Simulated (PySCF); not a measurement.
**C₃H₁₂GeSi (SMILES C[CH2][GeH2][CH2][SiH3]): density, localisation and related maps**

```xyz
17

C    -2.0365    0.5758    0.7253
C    -1.4221    0.6437   -0.6660
Ge   -0.2248   -0.8901   -1.0407
C     1.2194   -1.0754    0.2934
Si    2.3286    0.4580    0.4280
H    -2.6198   -0.3368    0.8400
H    -1.2596    0.5795    1.4884
H    -2.6944    1.4247    0.9069
H    -0.8535    1.5690   -0.7739
H    -2.2146    0.6711   -1.4157
H    -1.0333   -2.1712   -1.0738
H     0.3597   -0.7539   -2.4270
H     1.8237   -1.9423    0.0292
H     0.7719   -1.2935    1.2630
H     3.3811    0.1918    1.4137
H     2.9291    0.7522   -0.8750
H     1.5381    1.6095    0.8744
```

Geometry: GFN2-xTB.

Level of theory: CAM-B3LYP/def2-SVPD, SCF density, gas phase (PySCF).

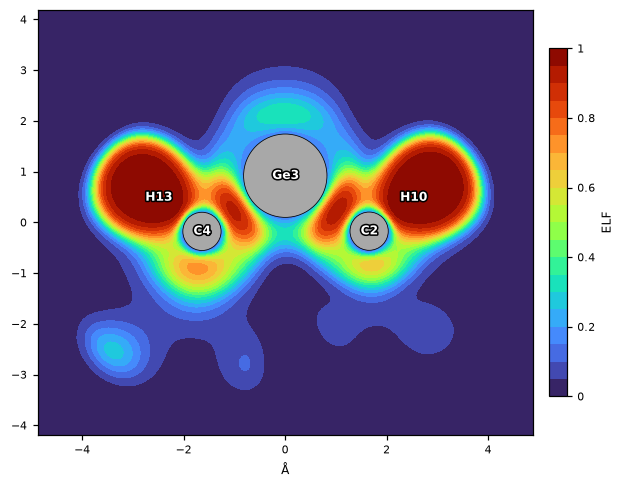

Figure 1. Electron localisation function on the plane of atoms Ge3, C4 and H13. Grey discs cover the atomic cores.

Interpret the plot.

Answer.
- Atoms in the plane: C, Ge and H.
- C–Ge (1.97 Å): the ELF peaks at about 0.90 in the valence shell of C, 0.7 Å from its nucleus, and is about 0.70 at the midpoint.
- C–H (1.09 Å): the ELF climbs to about 1 towards the hydrogen, as it does in any bond to H: an ordinary covalent bond to hydrogen.

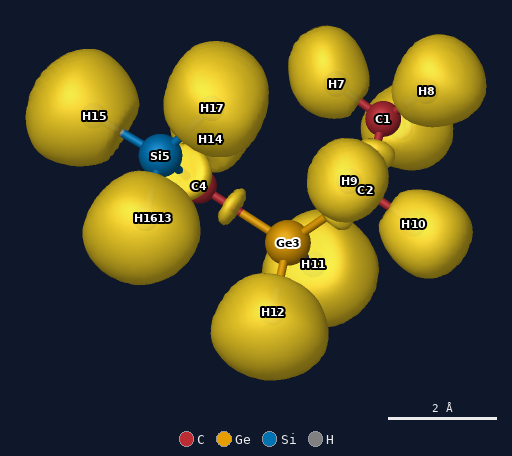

Figure 2. Isosurface of the electron localisation function at 0.85 (yellow), seen at a tilt. Core shells and regions of very low density are left out.

Where are the electrons localised?

Answer. The surface consists of one region between bonded C–C atoms (shared pairs), one region between bonded C–Si atoms (shared pairs), twelve regions around hydrogen nuclei and two lobes of the valence shell of C pointing towards Ge (polar bonds). Along the contacts the grid gives the following. C–C (1.52 Å): the ELF peaks at about 0.95 between the atoms, as expected for a covalent bond. C–Si (1.90 Å): the ELF peaks at about 0.95 between the atoms: a covalent bond.

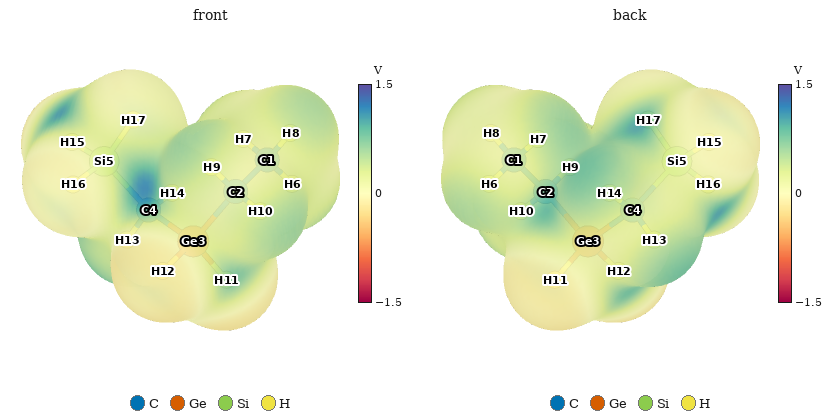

Figure 3. The electrostatic potential painted on the density surface at 0.002 e/bohr³, seen from the front and from behind; the colour scale runs from red (negative) to blue (positive).

Which sites attract a positive test charge, and which a negative one?

Answer. A positive charge is drawn to the negative regions and a negative charge to the positive ones. The most negative region (about −0.2 V) lies over H11 and H12, the most positive (about +1.0 V) over Ge3 and Si5.
